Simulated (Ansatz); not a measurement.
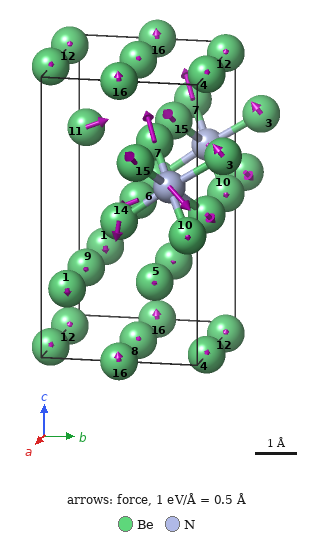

Starting geometry of a defect cell of composition Be₁₆N with the computed forces as purple arrows. Style: ball-and-stick. Shown: the cell of the calculation (origin shifted), slightly off an axis.

It is an interstitial N in hcp Be. The run prepares an end point of a later path (interstitial hop) calculation, from a guessed geometry.

These are results of DFT LDA, scalar-relativistic, plane waves, PAW (Ansatz 0.2.0), not measurements. Settings: plane-wave cutoff 420 eV; k-point mesh 5 × 5 × 3; occupations gaussian; smearing width 0.15 eV; no spin polarisation; atoms relaxed in a fixed cell; force threshold 0.03 eV/Å; at most 60 steps.

What follows when this structure is relaxed?

Answer. It isn't relaxed: the largest force vector, on a Be atom, is 2.00 eV/Å. The final displacements follow the starting forces only in part (cosine between the two patterns 0.79). The energy falls by 0.524 eV per cell of the calculation in 4 geometry steps. The largest force component goes from 1.6 to 0.021 eV/Å. The largest move is that of a Be atom, 0.16 Å roughly along [0 −3 −1]. Largest moves by element: Be 0.16 Å, N 0.06 Å. The cell doesn't change. Among the contacts that change: Be–N 1.535 → 1.650 Å, Be–N 1.584 → 1.650 Å, Be–N 1.614 → 1.650 Å, Be–N 1.577 → 1.613 Å. Among the angles between lasting bonds that change: Be–N–Be 85.5° → 92.6°, Be–N–Be 93.0° → 87.4°, Be–N–Be 87.1° → 92.6°. The run took 60 s on 1 thread of Arm Neoverse V1, on a shared host, peak memory 0.4 GiB.

Limits of the set-up: the cell has an odd number of electrons but was run without spin polarisation; the periodic images lie only 4.0 Å apart, so the values are limited by the cell's size.
